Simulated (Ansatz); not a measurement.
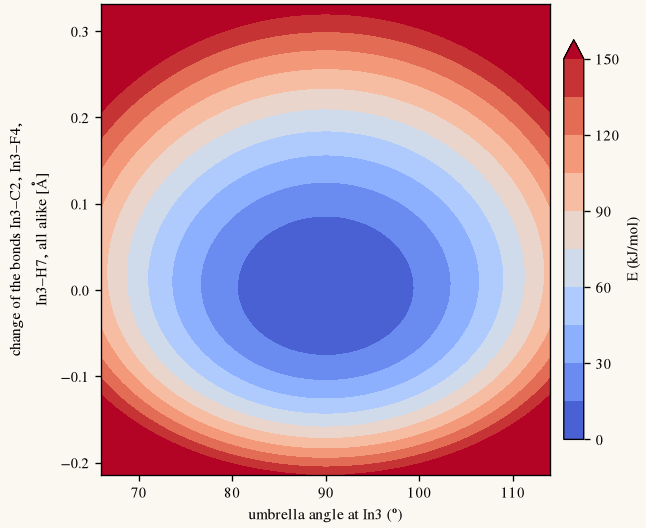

Energy landscape of CH₃F₂In, SMILES F[CH2][InH][F]. Coordinates scanned: (1) umbrella angle at In3 (between each of its bonds and their common axis; 90 is planar); (2) change of the bonds In3–C2, In3–F4, In3–H7, all alike. Nothing is relaxed (all other coordinates rigid). Grid: 15 × 15 points. Points are written as (first, second). Energies: kJ/mol, counted from the relaxed molecule at the same level. These are results of Ansatz, RKS CAM-B3LYP-D4/def2-SVP, not measurements.

Drawn: filled contours, one colour for all values above the top of the scale. Between grid points the surface is interpolated. 

Q: Where are the wells?

A: The lowest grid point is at (90.0°, 0.019 Å), 0.8 kJ/mol from the relaxed molecule at the same level. No other kind of well shows on this grid. The highest grid point, (66.0°, −0.214 Å), lies 269 kJ/mol above the lowest. Round the minimum the two coordinates are nearly uncoupled.

Each point was launched as `ansatz run input.yaml --threads 1 --pin off --max-ram 2560MiB --backend cpu --events-out ev --progress --plain --runs-dir out`. Time for the 225 points that were run: 8.8 min on 1 thread of Intel(R) Xeon(R) Gold 6455B (Sapphire Rapids) (shared host).
